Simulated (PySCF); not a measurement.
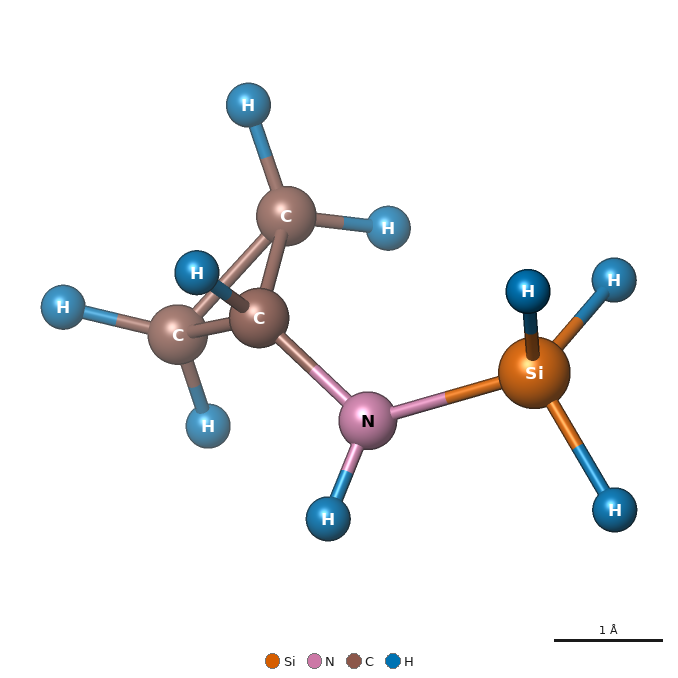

Distant atoms are faded towards the background colour. The geometry was computed by an optimisation with PBE0-D3(BJ)/def2-SVP. No frequency run is at hand to confirm it as a minimum. Masses are those of the most abundant isotopes; constants are for the rigid equilibrium geometry.

Classify the rotor and give the rotational constants (cm⁻¹).

An asymmetric top (C1): A = 0.364, B = 0.0711, C = 0.0653 cm⁻¹. Ray's parameter κ is −0.96, close to the prolate limit.
